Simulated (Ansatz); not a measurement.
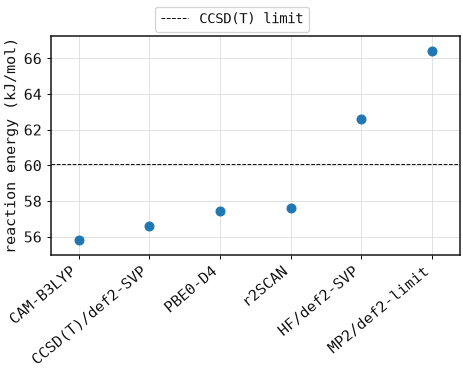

Electronic reaction energy of ZrIF₃ ([F][Zr]([F])([F])[I]) + H₂S (S) → ZrHSF₃ ([F][Zr]([F])([F])[SH]) + HI (I) (SMILES in brackets) at several levels (functionals in def2-TZVPP unless a basis is named), isolated molecules at PBE0-D4 triple-zeta geometries, minima by their frequencies, no zero-point or thermal terms, the Ansatz code 0.2.0. The line is frozen-core CCSD(T) at the basis limit (MP2 extrapolated from triple and quadruple zeta, plus CCSD(T) less MP2 in a smaller set). No dispersion term is added to CAM-B3LYP and r2SCAN. The distance of CCSD(T)/def2-SVP and HF/def2-SVP to the limit includes basis error. Core potentials past Kr.

Question: What do zero-point energy and temperature add?

Answer: Zero-point change −5.5 kJ/mol; at 298.15 K and 1 bar the CCSD(T) limit plus thermal terms gives an enthalpy of reaction of 55.4 and a free energy of 50.9 kJ/mol (harmonic PBE0-D4 modes, ideal gas).

Question: Which level comes closest to the line (CCSD(T) limit), and which misses most?

Answer: Closest r2SCAN (57.6 kJ/mol) and HF/def2-SVP (62.6 kJ/mol), against 60.1 kJ/mol; farthest MP2/def2-limit (66.4 kJ/mol).

Known limits of this run: outer-core shells are correlated without core-valence functions, which makes the correlated values less sure; spin-orbit coupling is left out, and with I it can shift these values.
